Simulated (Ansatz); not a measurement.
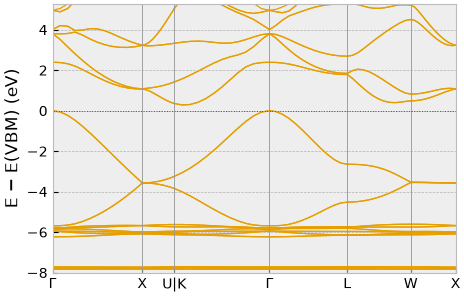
Band structure from DFT-PBE with spin–orbit coupling in the program Ansatz with PAW potentials

Question: Read off the gap and where the band edges lie.

Answer: About 0.3 eV (0.28 eV by a search for the band edges); maximum at Γ, minimum on the K–Γ line, 10 % of the way from K.

The material is Hg (diamond, Fd-3m).

The start of the workflow was typed in or built on a structure type; neither database checked (COD, Materials Project) lists it. It is not the usual solid phase (space group No. 166). Symmetry was held in the PBE relaxation; its stability against distortions is not shown here. The substance is a gas or liquid at ambient conditions.

Potentials: the later of the program's two PAW sets.
